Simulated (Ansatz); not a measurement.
```yaml
atoms:
  - { symbol: N, position_ang: [0.2674, -0.5313, 1.6643] }
  - { symbol: C, position_ang: [0.3662, -0.4769, 0.4319] }
  - { symbol: Cl, position_ang: [1.5026, -1.6462, -0.3307] }
  - { symbol: Zn, position_ang: [-0.4184, 0.6104, -1.0635] }
  - { symbol: Br, position_ang: [-1.2918, 1.8281, -2.7666] }
  - { symbol: H, position_ang: [-0.3840, 0.1517, 2.0186] }
```

These are results of RHF/def2-SVP (Ansatz), not measurements.

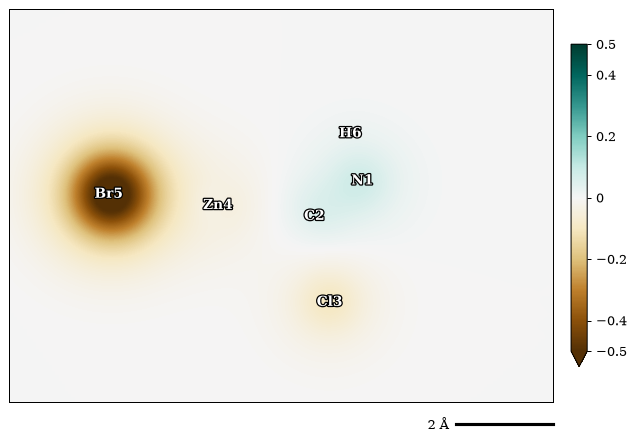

CHBrClNZn. The HOMO−1 on a plane 0.8 Å above the molecular plane (values in Å⁻³ᐟ²; the overall sign is arbitrary).

**What is the character of this orbital?**

Its weight (Hirshfeld) is mainly on Br5 (about 90 %) and Zn4 (about 5 %); it changes sign across the molecular plane (π type). Its energy is −11.38 eV.
